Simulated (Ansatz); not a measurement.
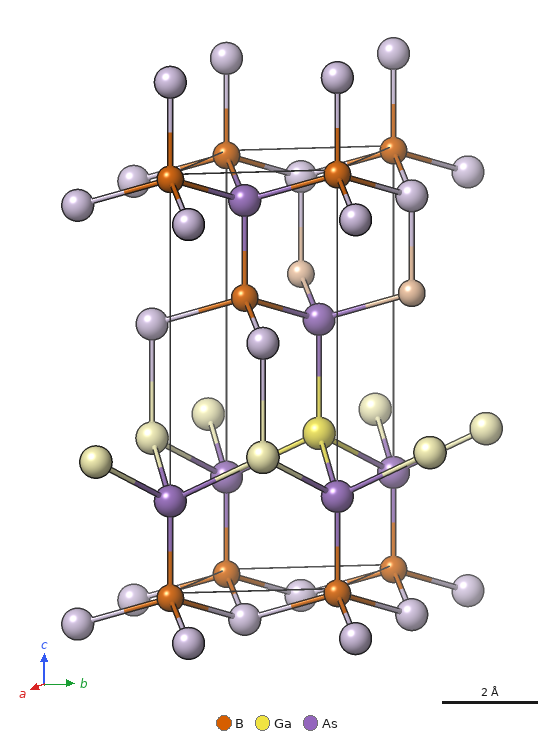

Drawn in the ball-and-stick manner and seen slightly off an axis. The conventional unit cell is outlined; an atom on or near a face, edge or corner is repeated at each equivalent position. Bonded neighbours in the next cells are drawn too, in fainter colours.

GaB2As3, space group P3m1 (No. 156), a = 3.583 Å, b = 3.583 Å, c = 8.926 Å, α = 90.00°, β = 90.00°, γ = 120.00°. The cell started as a structure type filled with these elements by a generator (whether the compound takes this form wasn't checked). Earlier steps of the study may have refined or changed the cell and positions. It went into a calculation with Ansatz.

This one geometry was computed with Ansatz (DFT, plane waves, PAW) at five levels of theory: r2SCAN, HSE06, PBE0, PBE with spin-orbit coupling and PBE. It was relaxed beforehand with r2SCAN.

Which level gives the highest pressure at this volume, and what does that say about its equilibrium volume?

Highest: PBE with spin-orbit coupling (2.4 GPa) and PBE (2.4 GPa), which points to the largest equilibrium volume. Lowest, with the smallest volume: HSE06 (-0.3 GPa) and PBE0 (-0.5 GPa). Levels within 0.5 GPa of each other can't be told apart.

How does the band gap change with the level of theory?

PBE with spin-orbit coupling: a gap of 0.08 eV, indirect; PBE: a gap of 0.24 eV, indirect; r2SCAN: a gap of 0.43 eV, indirect; HSE06: a gap of 0.81 eV, indirect; PBE0: a gap of 1.46 eV, indirect.

Collect the results in a table.

| level | cutoff (eV) | k-mesh of the run's cell | gap (eV) | pressure (GPa) |
| --- | --- | --- | --- | --- |
| r2SCAN | 500 | 12×12×4 | 0.43 | 0.0 |
| HSE06 | 420 | 6×6×2 | 0.81 | -0.3 |
| PBE0 | 420 | 6×6×2 | 1.46 | -0.5 |
| PBE with spin-orbit coupling | 420 | 12×12×4 | 0.08 | 2.4 |
| PBE | 420 | 12×12×4 | 0.24 | 2.4 |

Gaps are taken on the k-mesh or band path of each run.
